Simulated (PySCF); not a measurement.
# C5H8, SMILES `C=CC(=C)C`: electronic structure

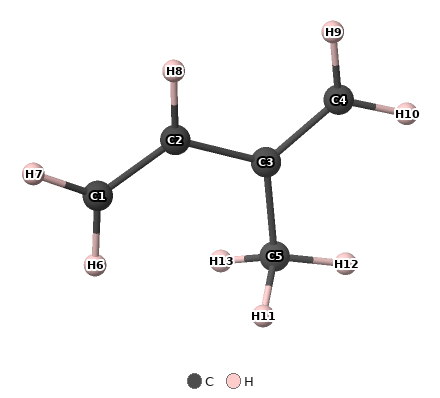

The molecule, with its atoms numbered as below. No frequency check shows the geometry to be a minimum.

Cartesian coordinates (Å):

```
C1      -1.9667    0.0026   -0.0003
C2      -0.8237    0.6788    0.0003
C3       0.5130    0.0992   -0.0001
C4       1.5846    0.8910    0.0001
C5       0.6404   -1.3947   -0.0001
H6      -2.0064   -1.0731   -0.0006
H7      -2.9169    0.5092    0.0001
H8      -0.8498    1.7615    0.0004
H9       1.4967    1.9646   -0.0003
H10      2.5864    0.4961   -0.0004
H11      0.1567   -1.8150    0.8814
H12      1.6862   -1.6905    0.0019
H13      0.1605   -1.8144   -0.8820
```

Part 1: Excited states

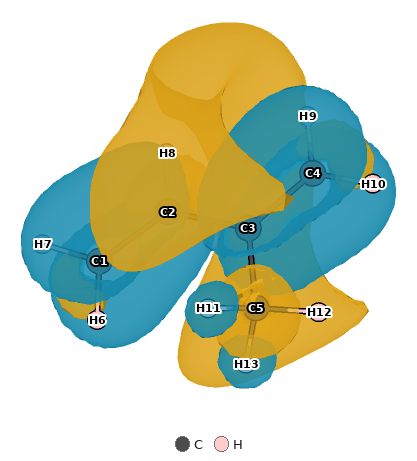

Unrelaxed difference density of S₂ less the ground state (full linear response singlet states), ±0.006 e/Å³; yellow: gain, teal: loss.

Method: ωB97X/def2-SVPD; geometry: GFN2-xTB; program: PySCF.

Question: How does the charge move on excitation?

Answer: 0.82 e is displaced in all, largely into diffuse regions outside the molecule. The state: 7.15 eV (174 nm), f = 0.001 (very weak), π → diffuse (Rydberg-like) orbital; the leading pair carries 97 %; hole on C4 (30 %), C1 (23 %) and C3 (18 %), electron on H8 (12 %), C2 and C4 (11 % each) and H9 (11 %) (atom shares of so diffuse an orbital are rough); their centroids lie 0.2 Å apart.

Part 2: Removing or adding an electron

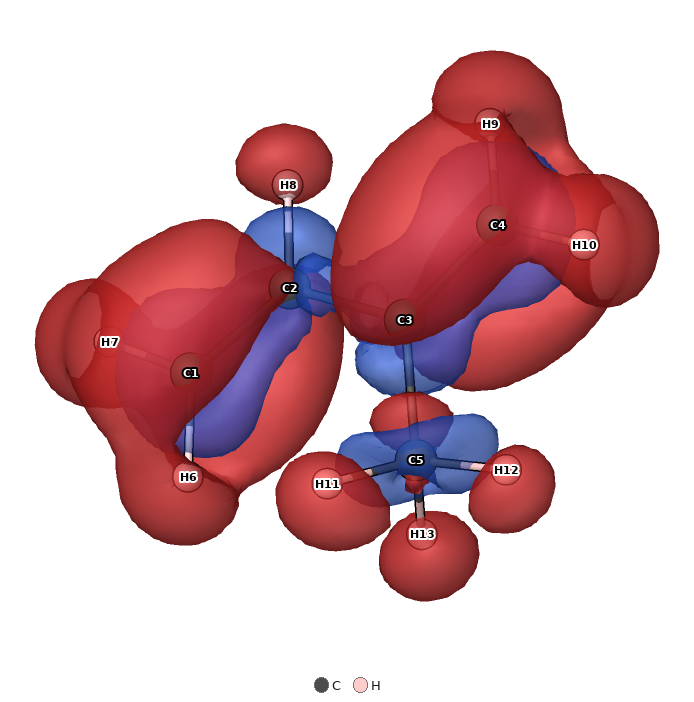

Fukui function f⁻ = ρ(N) − ρ(N−1) at fixed geometry, surfaces at ±0.015 e/Å³ (red positive, blue negative).

Question: Which atoms respond most to the removal of an electron?

Answer: f⁻ (Hirshfeld-condensed) is largest on C4 (0.21) and C1 (0.19); the vertical ionisation energy is 8.80 eV (the stability of the cation's solution wasn't checked). Condensed values hint at sites of electrophilic attack but needn't mark the atom that reacts. Shares this close don't rank the sites. Orbital relaxation makes it negative in places (0.22 e in all).

```
atom     f⁻  charge
  C1  +0.19   −0.10
  C2  +0.08   −0.04
  C3  +0.10   +0.02
  C4  +0.21   −0.11
  C5  +0.03   −0.12
  H6  +0.06   +0.04
  H7  +0.07   +0.05
  H8  +0.04   +0.04
  H9  +0.07   +0.04
 H10  +0.07   +0.04
 H11  +0.04   +0.04
 H12  +0.03   +0.05
 H13  +0.04   +0.04
```

Part 3: Stretching a bond

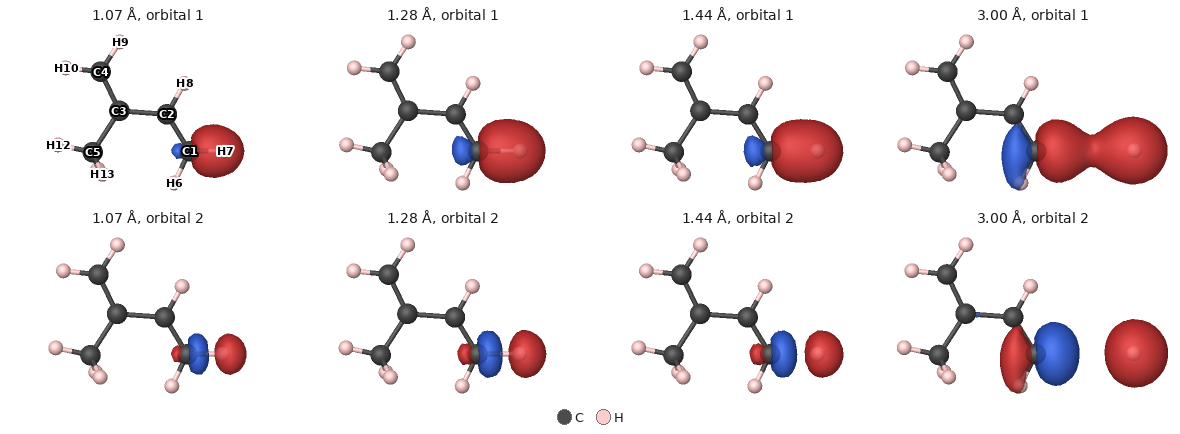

Rigid stretch of the C1–H7 bond. The two CASSCF(2,2) natural orbitals nearest half filling (orbital 1 the more occupied).

PySCF calculation, def2-SVP basis, gas phase; geometry: GFN2-xTB.

Question: How do the occupations change along the stretch?

Answer: 1.07 Å: 1.98 and 0.02; 1.28 Å: 1.97 and 0.03; 1.44 Å: 1.95 and 0.05; 3.00 Å: 1.28 and 0.72. At the longest distance computed (3.00 Å) they are 1.28 and 0.72, and the effective number of unpaired electrons is 1.7.

UHF's ⟨S²⟩ passes 1 along the scan (up to 1.51), so it also polarises electrons outside the stretched bond; its energy lowering isn't due to that bond alone.

UHF already breaks spin symmetry near equilibrium here (⟨S²⟩ = 0.33 at 1.07 Å), for reasons apart from this bond.

Question: How much energy does the stretch cost?

Answer: By CASSCF, 4.6 eV from the lowest point of the scan (1.07 Å) to 3.00 Å; RHF gives 7.8 eV from its own lowest point. The fragments aren't relaxed and dynamic correlation is missing, so this isn't a bond dissociation energy.

The PySCF runs shown took 14 min, 72 s and 3.6 min on 1 thread of Intel(R) Xeon(R) Platinum 8488C (Sapphire Rapids), with other jobs on the host.
